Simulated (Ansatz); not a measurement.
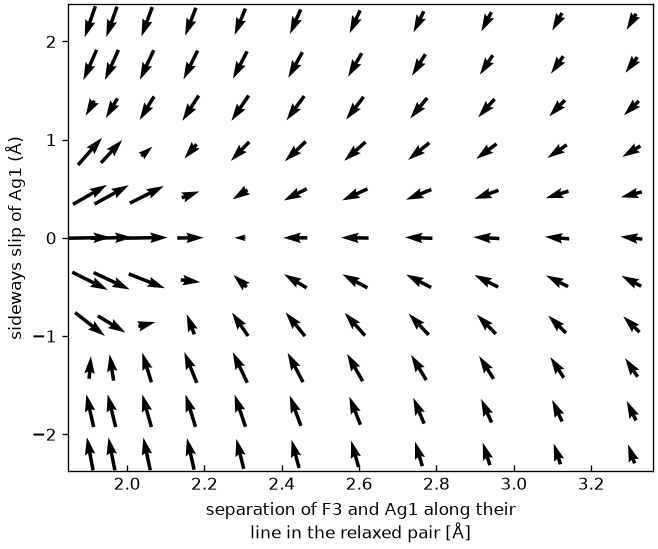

CH₃AgF, charge +1. 
- First axis: separation of F3 and Ag1 along their line in the relaxed pair. Second axis: sideways slip of Ag1.
- Nothing is relaxed (both partners rigid).
- The grid has 11 × 11 points.
- Points are written as (first, second).
- Computed with Ansatz, RKS PBE0-D4/def2-TZVPD.

The picture shows arrows along the force (downhill), their lengths compressed.

### The arrows alone are given. Where is the energy lowest?

The arrows converge at about (2.266 Å, 0.01 Å) (read from the interpolated surface).

The energy map of the same scan:

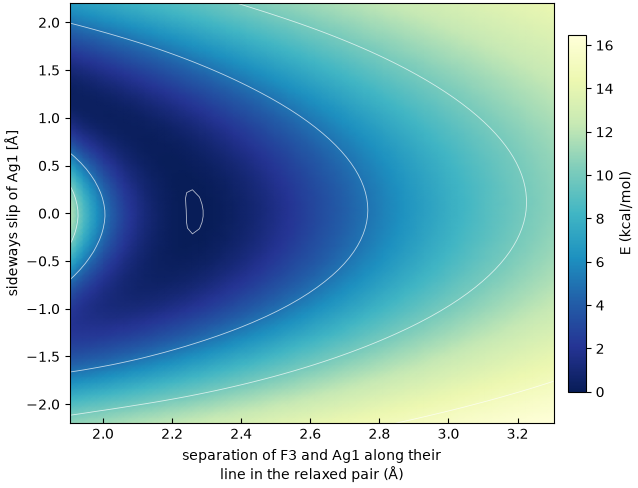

Energies are in kcal/mol, from the lowest grid point; between grid points the surface is interpolated.
